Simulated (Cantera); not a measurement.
A closed system holds: 1 mol TiCl4, a varied amount of O2, held at 1773 K and 45.0 Pa.

Equilibrium computed with Cantera from the NASA thermochemical tables; the gas is ideal and each condensed phase is pure. Candidate condensed phases: Ti, TiCl2, TiCl3, TiCl4, TiO, TiO2, Ti2O3, Ti3O5, Ti4O7; 15 gas species. The tables' values for TiCl2 are old estimates; treat these amounts as uncertain. The numbers say what is thermodynamically allowed, not how fast it happens.

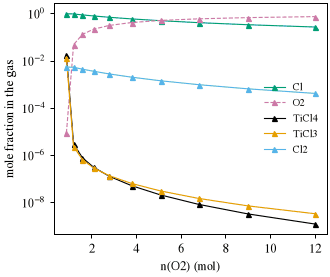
*Equilibrium gas composition (values under 1e-9 drawn at 1e-9)*

From 0.88 mol O2 to 12 mol O2 the condensed part is TiO2(rutile). The main Ti-bearing gas is TiCl4 at 0.88 mol O2 and TiO2 at 12 mol O2.
